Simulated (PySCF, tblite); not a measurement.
**C8H5O radical: geometry, infrared bands and EPR parameters**

Aim: predict the infrared bands and EPR parameters of C8H5O radical (`C#Cc1ccc([O])cc1`).

The runs use tblite 0.8.0 and PySCF 2.14.0, with density-fitted response routines of our own; the level of theory stands in each step. All values are computed, except where a source is named. Atoms are numbered from 0 throughout.

## Step 1: The starting structure

14 atoms, charge 0, multiplicity 2; geometry from: force field or distance geometry start.

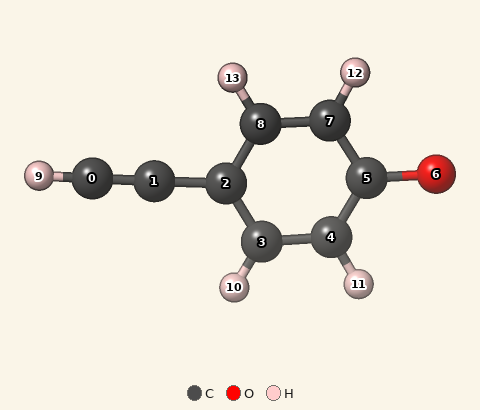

The starting geometry (carbon dark grey, oxygen red, hydrogen pink), atoms numbered; sticks join atoms by distance.

## Step 2: Geometry optimisation with GFN2-xTB

What the job is given:

```
{"job": {"kind": "relax", "xc": "GFN2-xTB", "basis": "xTB"}, "charge": 0, "multiplicity": 2}
C      3.351900    -0.064500    -0.442700
C      2.134300     0.005800    -0.273200
C      0.726000     0.061800    -0.071400
C      0.054400     1.229500     0.232000
C     -1.314800     1.151000     0.403200
C     -2.046000    -0.006400     0.249100
O     -3.418800    -0.065800     0.405600
C     -1.353100    -1.155900    -0.061400
C      0.010300    -1.107600    -0.221900
H      4.400200    -0.132500    -0.583000
H      0.624000     2.126400     0.351200
H     -1.826000     2.090700     0.650400
H     -1.879400    -2.103400    -0.182600
H      0.536400    -2.029500    -0.477500
```

The run is started by

```bash
$ OMP_NUM_THREADS=1 python probes_run.py task.json out
```

The driver reads the jobs from task.json and runs them one after another.

Output:

```text
step      E/eV     max force
  0    -641.61112    6.352
  1    -642.13273    5.869
  2    -642.03569    5.976
  3    -642.26841    1.609
  4    -642.29827    1.200
  5    -642.31183    0.327
  6    -642.32392    0.533
  7    -642.33332    0.562
  8    -642.33615    0.246
  9    -642.33710    0.087
 10    -642.33769    0.139
 11    -642.33826    0.101
 12    -642.33856    0.043
 13    -642.33876    0.038
 14    -642.33895    0.065
 15    -642.33917    0.072
 16    -642.33940    0.060
 17    -642.33960    0.038
 18    -642.33979    0.055
 19    -642.34002    0.050
 20    -642.34032    0.058
 21    -642.34075    0.066
 22    -642.34131    0.076
 23    -642.34191    0.088
 24    -642.34237    0.051
 25    -642.34263    0.035
 26    -642.34277    0.025
 27    -642.34286    0.024
 28    -642.34291    0.016
 29    -642.34294    0.010
```

Wall time 0.3 s (1 thread of Intel Xeon Platinum 8259CL at 2.50GHz, shared host); peak memory 0.18 GiB.

The steps of the relaxation: (the energy doesn't fall at every step)

| step | energy from step 0 (eV) | largest force (eV/Å) |
| --- | --- | --- |
| 0 | 0.0000 | 6.3517 |
| 1 | -0.5216 | 5.8692 |
| 2 | -0.4246 | 5.9757 |
| 3 | -0.6573 | 1.6094 |
| 4 | -0.6871 | 1.2004 |
| 5 | -0.7007 | 0.3272 |
| 6 | -0.7128 | 0.5328 |
| 7 | -0.7222 | 0.5621 |
| 8 | -0.7250 | 0.2456 |
| 9 | -0.7260 | 0.0872 |
| 10 | -0.7266 | 0.1389 |
| 11 | -0.7271 | 0.1013 |
| 12 | -0.7274 | 0.0426 |
| 13 | -0.7276 | 0.0381 |
| 14 | -0.7278 | 0.0647 |
| 15 | -0.7280 | 0.0719 |
| 16 | -0.7283 | 0.0595 |
| 17 | -0.7285 | 0.0378 |
| 18 | -0.7287 | 0.0547 |
| 19 | -0.7289 | 0.0498 |
| 20 | -0.7292 | 0.0581 |
| 21 | -0.7296 | 0.0658 |
| 22 | -0.7302 | 0.0758 |
| 23 | -0.7308 | 0.0883 |
| 24 | -0.7312 | 0.0508 |
| 25 | -0.7315 | 0.0352 |
| 26 | -0.7316 | 0.0255 |
| 27 | -0.7317 | 0.0243 |
| 28 | -0.7318 | 0.0162 |
| 29 | -0.7318 | 0.0099 |

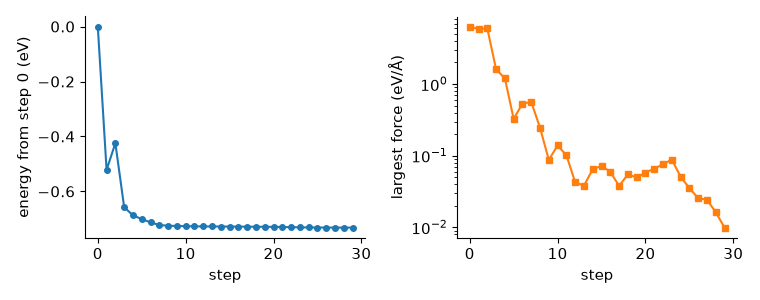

Energy and largest force along the relaxation.

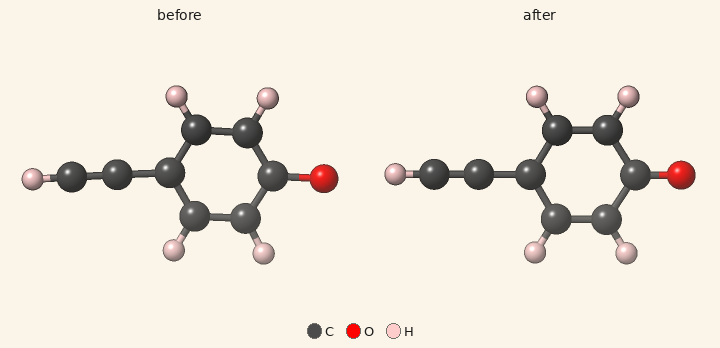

The geometry before (left) and after (right).

Close pairs (by a distance rule), those that changed most:

```csv
bond,before (Å),after (Å),change (Å)
C5–O6,1.383,1.234,-0.149
C5–C7,1.378,1.455,+0.077
C4–C5,1.378,1.454,+0.077
C2–C8,1.379,1.413,+0.034
C2–C3,1.381,1.413,+0.032
C0–C1,1.231,1.206,-0.026
C1–C2,1.424,1.400,-0.023
C3–C4,1.382,1.359,-0.023
```

The end geometry stands in the next job.

## Step 3: Infrared spectrum with GFN2-xTB

What the job is given:

```
{"job": {"kind": "ir", "xc": "GFN2-xTB", "basis": "xTB"}, "charge": 0, "multiplicity": 2}
C      3.319772    -0.009671    -0.422692
C      2.124197    -0.005139    -0.267981
C      0.734840    -0.001570    -0.092316
C      0.062333     1.197758     0.232319
C     -1.286056     1.211383     0.402611
C     -2.086791     0.005382     0.261555
O     -3.310644     0.007472     0.418952
C     -1.351591    -1.203856    -0.074393
C     -0.002629    -1.197544    -0.240104
H      4.360879    -0.012516    -0.557191
H      0.644895     2.101913     0.341007
H     -1.812826     2.120589     0.650216
H     -1.927702    -2.109978    -0.186009
H      0.530645    -2.104697    -0.488142
```

Output:

```text
mode    cm-1     km/mol
  1      79.1      3.13
  2     127.8      0.49
  3     191.2      5.79
  4     333.2      0.01
  5     358.2      0.62
  6     395.4      1.93
  7     417.0      5.52
  8     461.1      4.83
  9     483.0      3.78
 10     598.7      7.72
 11     621.4     10.03
 12     671.4     15.62
 13     702.7      0.60
 14     717.3      2.39
 15     748.7      0.00
 16     827.8     56.68
 17     835.8      1.83
 18     913.1      0.03
 19     919.7      0.25
 20     963.7      3.49
 21    1096.5      4.85
 22    1163.2      0.01
 23    1214.7      9.01
 24    1228.1      0.03
 25    1284.5      6.87
 26    1392.2      1.09
 27    1396.6      2.10
 28    1477.1      1.34
 29    1557.9    134.73
 30    1584.6    156.36
 31    2202.8     52.19
 32    3072.9     24.30
 33    3074.8      9.83
 34    3099.0     22.47
 35    3099.8      4.23
 36    3387.4     11.92
```

Wall time 0.79 s (1 thread of Intel Xeon Platinum 8259CL at 2.50GHz, shared host); peak memory 0.18 GiB.

The strongest bands and the atoms that carry them (share of the mass-weighted mode):

| cm⁻¹ | km/mol | atoms |
| --- | --- | --- |
| 671 | 15.6 | H9 77 % |
| 828 | 56.7 | C5 19 %, H12 15 %, H11 15 %, H10 10 % |
| 1558 | 134.7 | C5 37 %, O6 14 %, C7 13 %, C4 13 % |
| 1585 | 156.4 | C5 25 %, O6 20 %, C8 16 %, C3 16 % |
| 2203 | 52.2 | C1 59 %, C0 31 % |
| 3073 | 24.3 | H13 58 %, H10 29 % |
| 3099 | 22.5 | H11 51 %, H12 36 % |
| 3387 | 11.9 | H9 87 %, C0 12 % |

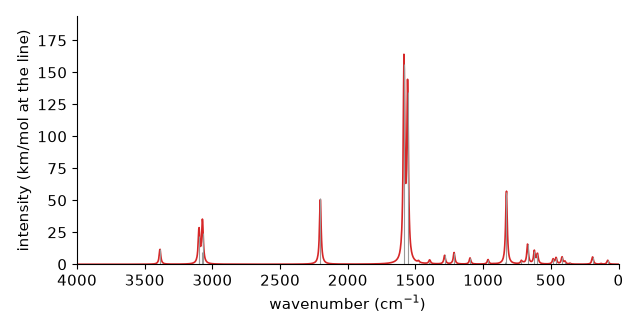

The infrared spectrum from these modes, unscaled. Lines are broadened to a width of 14 cm⁻¹ (Lorentzian).

## Step 4: EPR parameters: B3LYP/pcH-1

Settings changed since step 3:

```diff
@@ -1,2 +1,2 @@
-{"job": {"kind": "ir", "xc": "GFN2-xTB", "basis": "xTB"}, "charge": 0, "multiplicity": 2}
+{"job": {"kind": "epr", "basis": "pcH-1"}, "charge": 0, "multiplicity": 2}
 C      3.319772    -0.009671    -0.422692
```

Method: UKS B3LYP, pcH-1 on C H O, non-relativistic, mean-field spin-orbit, GIAO.

Output:

```text
UKS, coarse grid
  cycle   1  E = -382.83650099  |g| = 6.23e-01
  cycle   2  E = -381.45251808  |g| = 1.69e+00
  cycle   3  E = -382.93363235  |g| = 3.21e-01
  cycle   4  E = -382.99124633  |g| = 1.37e-01
  cycle   5  E = -382.99764079  |g| = 9.73e-02
  cycle   6  E = -383.00218759  |g| = 2.56e-02
  cycle   7  E = -383.00251830  |g| = 1.82e-02
  cycle   8  E = -383.00279737  |g| = 7.78e-03
  cycle   9  E = -383.00287935  |g| = 3.71e-03
  cycle  10  E = -383.00289510  |g| = 8.71e-04
  cycle  11  E = -383.00289673  |g| = 4.42e-04
UKS, final grid
  cycle   1  E = -383.00287982  |g| = 5.75e-04
  cycle   2  E = -383.00287961  |g| = 9.21e-04
  cycle   3  E = -383.00287998  |g| = 1.98e-04
  cycle   4  E = -383.00288000  |g| = 3.65e-05
  cycle   5  E = -383.00288000  |g| = 2.97e-05
E = -383.00288000 Eh   <S^2> = 0.7881 (exact 0.7500)
g shifts (ppm)      1          2          3
  rmc          -201       -201       -201
  gc            -14         35         42
  oz_so           6       2290       7588
  total        -209       2124       7429
hyperfine (MHz)  atom isotope    a_iso     a_fc   dipolar eigenvalues
    0   13C      20.78      20.78    -21.41    -15.98     37.39
    1   13C     -33.42     -33.42    -11.17     -0.26     11.43
    2   13C      36.12      36.12    -31.03    -29.71     60.74
    3   13C     -26.30     -26.30    -18.33      8.31     10.02
    4   13C      20.97      20.97    -21.40    -20.33     41.73
    5   13C     -32.49     -32.49    -11.90      2.96      8.94
    6   17O     -23.65     -23.65   -110.17     55.03     55.15
    7   13C      20.97      20.97    -21.40    -20.32     41.72
    8   13C     -26.30     -26.30    -18.33      8.31     10.02
    9    1H     -19.96     -19.96     -9.38     -1.00     10.38
   10    1H       7.53       7.53     -2.71     -1.28      3.98
   11    1H     -18.09     -18.09     -8.77     -1.84     10.61
   12    1H     -18.09     -18.09     -8.77     -1.84     10.61
   13    1H       7.53       7.53     -2.71     -1.28      3.98
```

Wall time 91 s (1 thread of Intel Xeon Platinum 8259CL at 2.50GHz, shared host); peak memory 1 GiB.

Principal g values 2.00211, 2.00444, 2.00975; g(iso) = 2.00543, against 2.00232 for a free electron.

Mean a(iso) over the nuclei that a row names, and the largest dipolar term of the row (other rows stand at the frozen geometry):

| nuclei | isotope | a(iso) (MHz) | a(iso) (G, at g = 2.0023) | largest dipolar term (MHz) |
| --- | --- | --- | --- | --- |
| C2 | 13C | 36.1 | 12.9 | 60.7 |
| C1 | 13C | -33.4 | -11.9 | 11.4 |
| C5 | 13C | -32.5 | -11.6 | -11.9 |
| C3, C8 | 13C | -26.3 | -9.4 | -18.3 |
| O6 | 17O | -23.6 | -8.4 | -110.2 |
| C4, C7 | 13C | 21.0 | 7.5 | 41.7 |
| C0 | 13C | 20.8 | 7.4 | 37.4 |
| H9 | 1H | -20.0 | -7.1 | 10.4 |
| H11, H12 | 1H | -18.1 | -6.5 | 10.6 |
| H10, H13 | 1H | 7.5 | 2.7 | 4.0 |

Mulliken spin populations:

C0 0.26; C1 -0.13; C2 0.37; C3 -0.15; C4 0.28; C5 -0.10; O6 0.36; C7 0.28; C8 -0.15; H9 -0.01; H10 0.01; H11 -0.01; H12 -0.01; H13 0.01

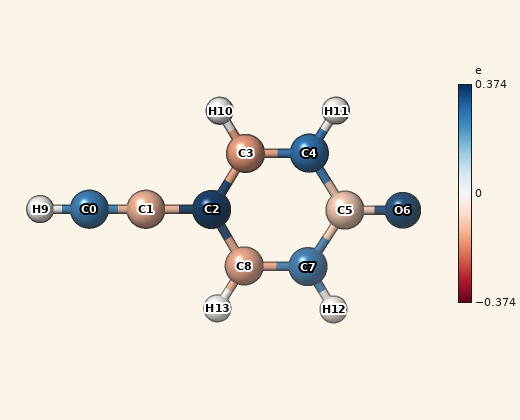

Mulliken spin populations, as colours on the atoms.

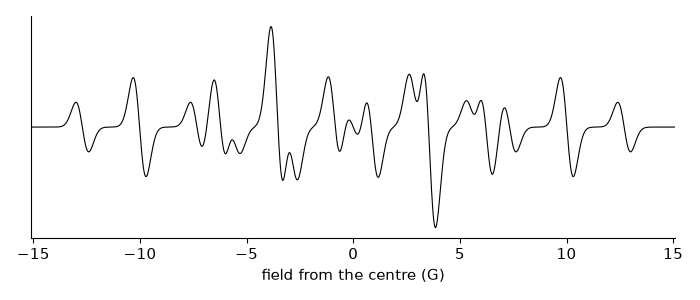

First-order isotropic spectrum (first derivative, main isotopes with spin only, couplings over 0.8 MHz, Gaussian width 0.3 G; couplings of the frozen geometry, rotation of groups not averaged beyond the rows shown).

Orbitals, density, ELF and potential are computed afterwards from the orbital file.

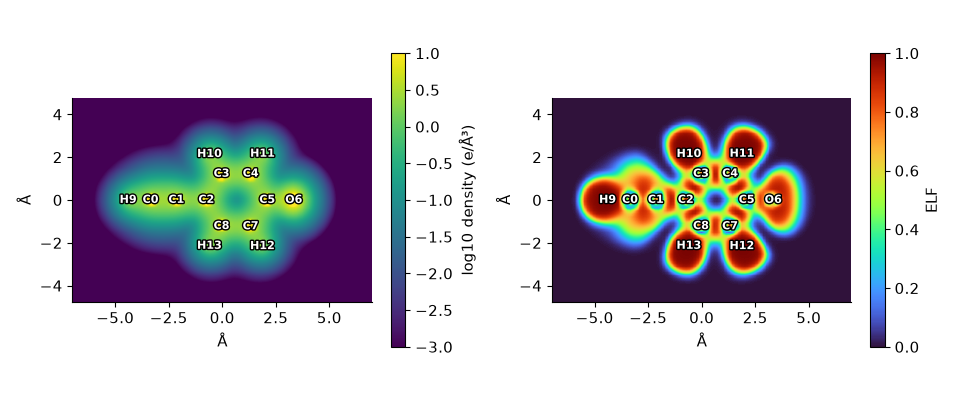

Density (left) and ELF (right) in a plane through or near 14 of the atoms.

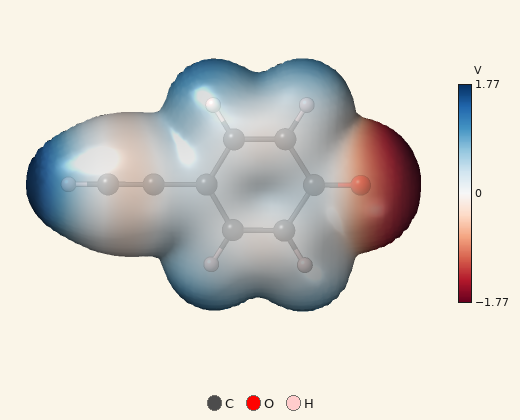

Electrostatic potential on the surface of density 0.002 e/bohr³; red is low, blue high. It runs from -1.76 V near O6 to 1.77 V near H9.

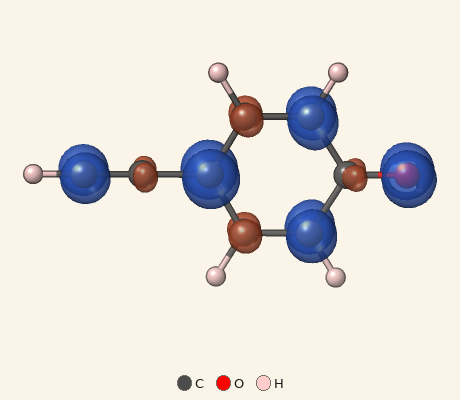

Spin density at ±0.05 e/Å³ (alpha excess blue, beta excess red).

## Step 5: Summary of results

| quantity | value |
| --- | --- |
| strongest single infrared mode (GFN2-xTB) | 1585 cm⁻¹, 156 km/mol |
| zero-point energy (GFN2-xTB) | 61.0 kcal/mol |
| g(iso) (B3LYP) | 2.00543 |
| ⟨S²⟩ | 0.788 (exact 0.75) |
| largest a(iso) (averaged by class) | 13C on C2, 36.1 MHz |
| potential on the surface of density 0.002 e/bohr³, 1st and 99th percentile | -1.76 V and 1.77 V |

**Reading.** Relaxing lowered the energy by 0.732 eV in 29 steps; the close pair that moved most is C5–O6, from 1.383 to 1.234 Å. All 36 modes are real, so the xTB geometry is a minimum. The strongest single mode, at 1585 cm⁻¹, is spread over several atoms, C5, O6, C8, C3 among them. Unscaled tight-binding wavenumbers are off by several per cent, some by more. Its intensities can rank the bands wrongly. The largest spin populations lie on C2 (0.37 e), O6 (0.36 e), C4 (0.28 e), C7 (0.28 e), C0 (0.26 e). The isotropic g lies 3.1 ppt above the free-electron value. The conformer search found further structures of the same energy, which may be mirror or relabelled copies of this one.
